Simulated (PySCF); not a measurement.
SiO (charge +1, doublet)

```xyz
2

Si    0.0000    0.0000   -0.5533
O     0.0000    0.0000    0.9677
```

Computed with PBE0/def2-TZVP, non-relativistic Hamiltonian with scalar-relativistic core potentials where named, at a bond length of 1.521 Å (PySCF).

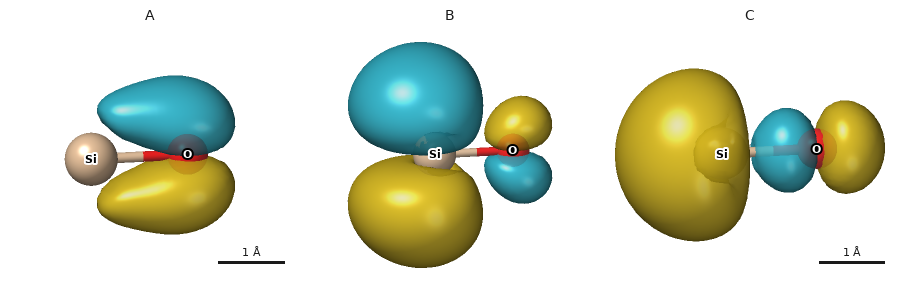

Figure 1. Three frontier α-spin orbitals, each drawn at the value that holds 80 % of its norm (yellow and cyan are the two phases), in no order; of a degenerate pair one member is drawn.

Question: Label each orbital by symmetry, say whether it is occupied, and order them by energy.

Answer: Orbital C: σ, occupied in this spin, −18.30 eV; mainly on Si (70 %).
Orbital A: π, occupied in this spin, −18.18 eV; mainly on O (80 %).
Orbital B: π, empty in this spin, −9.91 eV; mainly on Si (85 %).

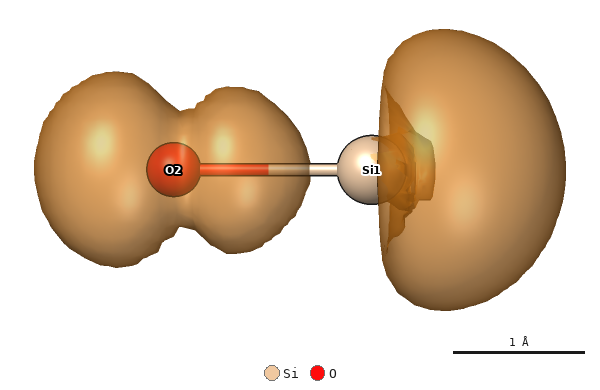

Figure 2. Isosurfaces of the spin density at +0.04 (orange) and −0.04 e/Å³ (purple), seen from one side.

Question: Where is the unpaired spin?

Answer: The unpaired spin (1 electron) lies mostly on O2 (about 0.5) and Si1 (about 0.5), in electrons by Hirshfeld's partition. Only one sign reaches the isovalue.

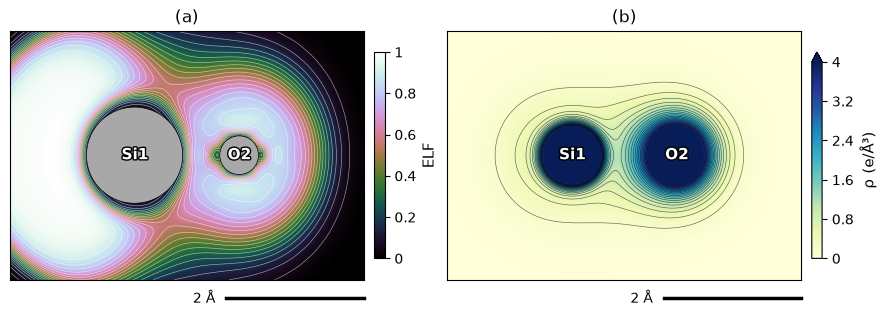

Figure 3. (a) ELF; (b) electron density on a plane that holds the molecular axis. Grey discs cover the atomic cores in the ELF map.

Question: What does the map show?

Answer: The section cuts through Si and O sites. Si–O (1.52 Å): ρ is about 1.3 e/Å³ halfway; the ELF peaks at about 0.80 in the valence shell of O, 0.6 Å from its nucleus, and is about 0.40 at the midpoint. The ELF also peaks beside O2 and Si1, away from the bonds: non-bonding electrons, paired or unpaired.
